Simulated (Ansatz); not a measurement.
| atom | x (Å) | y (Å) | z (Å) |
| --- | --- | --- | --- |
| Al | 0.9559 | -0.3281 | 0.5878 |
| In | -1.3792 | -2.5910 | -0.2059 |
| N | -0.4075 | -0.4216 | -0.6389 |
| Si | -0.8635 | 0.6771 | -1.7519 |
| H | -2.0063 | 0.4011 | -2.6572 |
| H | 1.9038 | 0.9193 | 0.7051 |
| H | 0.9275 | -1.6937 | 1.4098 |
| H | -0.1960 | 1.9902 | -1.9389 |

Geometry: PBE0-D3(BJ)/def2-SVP; core potentials replace the inner electrons of In.

Method: Ansatz 0.2.0, isolated molecule in a Gaussian basis; Kohn-Sham density functional theory, functional PBE0.

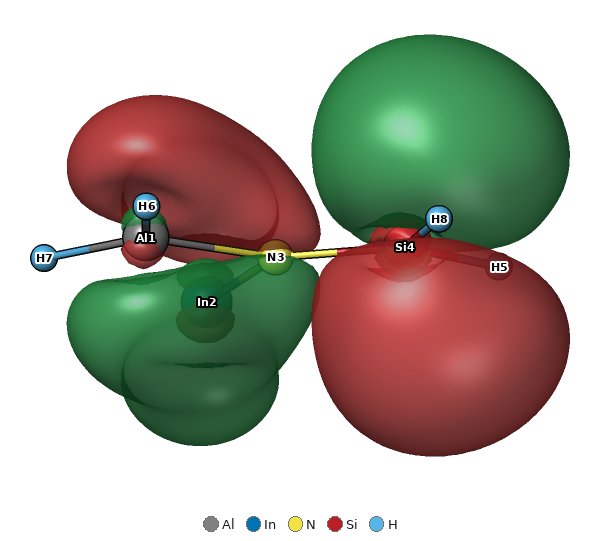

AlH₄InNSi (charge +1). One frontier orbital at ±0.06 Å⁻³ᐟ² (green and red are the two phases), seen from one side.

**Which orbital is it: HOMO or LUMO?**

The LUMO, at −6.74 eV. By Hirshfeld shares it lies mainly on Si4 (about 60 %), In2 (about 10 %), Al1 (about 10 %) and N3 (about 10 %); it changes sign across the molecular plane (π type); π-bonding across Al1–N3 and In2–N3.
